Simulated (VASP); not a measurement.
Band structure of BeTe (zinc blende). Level of theory: optB88-vdW, VASP's PBE PAW potentials (set 64) (plane waves; VASP).

Unless said otherwise, spin-orbit coupling is left out, though it shifts the bands of the heavy elements here.

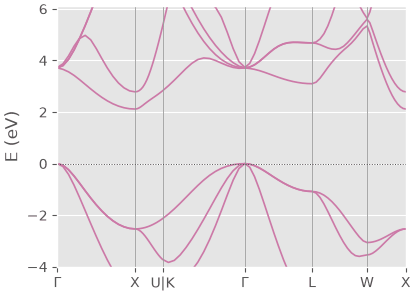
Bands along high-symmetry lines, zero at the valence-band maximum or, without a gap, the Fermi level

### Question
Read the plot: is there a gap, and where are the band edges?

### Answer
The gap is indirect, 2.12 eV, from the valence maximum at Γ to the conduction minimum at X. (Edges off the drawn lines would not show.)

Measured: gap 2.80 eV (computed value off by -0.68 eV), as given by Das et al., (2018), arXiv:1807.05623.

The compound is BeTe in the zinc blende structure. It was relaxed first.
